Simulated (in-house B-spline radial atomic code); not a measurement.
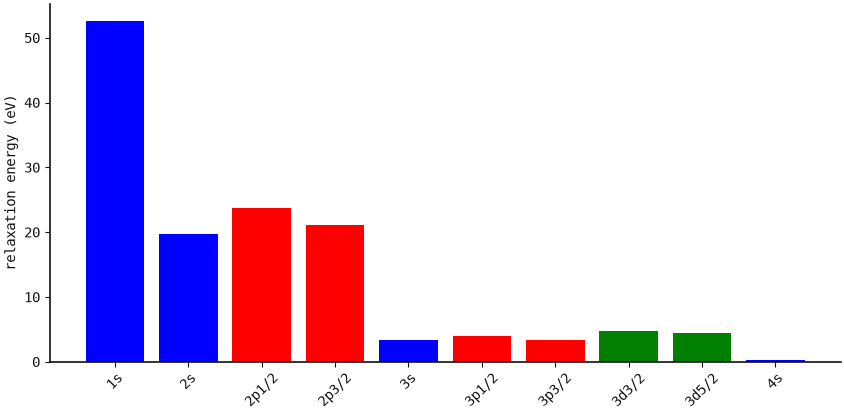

Ta⁴³⁺ (Z = 73, 30 electrons) in the configuration [Ar] 3d10 4s2. Computed with an in-house B-spline radial code: Dirac-Hartree-Fock, average of configuration, Fermi nucleus, basis-set limit. One electron is taken from each of the shells shown in turn, and the ion is relaxed; bars are coloured by l. The plot shows the relaxation energy, Koopmans' value −ε less the difference of self-consistent energies.

### Read the relaxation energies.

Among the shells shown the largest bar is that of 1s. 1s: −ε = 69.95 keV, relaxed 69.90 keV, relaxation 52.6 eV; 2s: −ε = 13.86 keV, relaxed 13.84 keV, relaxation 19.7 eV; 2p1/2: −ε = 13.32 keV, relaxed 13.30 keV, relaxation 23.7 eV; 2p3/2: −ε = 12.04 keV, relaxed 12.02 keV, relaxation 21.1 eV; 3s: −ε = 4728 eV, relaxed 4724 eV, relaxation 3.32 eV; 3p1/2: −ε = 4490 eV, relaxed 4486 eV, relaxation 3.99 eV; 3p3/2: −ε = 4199 eV, relaxed 4196 eV, relaxation 3.36 eV; 3d3/2: −ε = 3818 eV, relaxed 3813 eV, relaxation 4.77 eV.
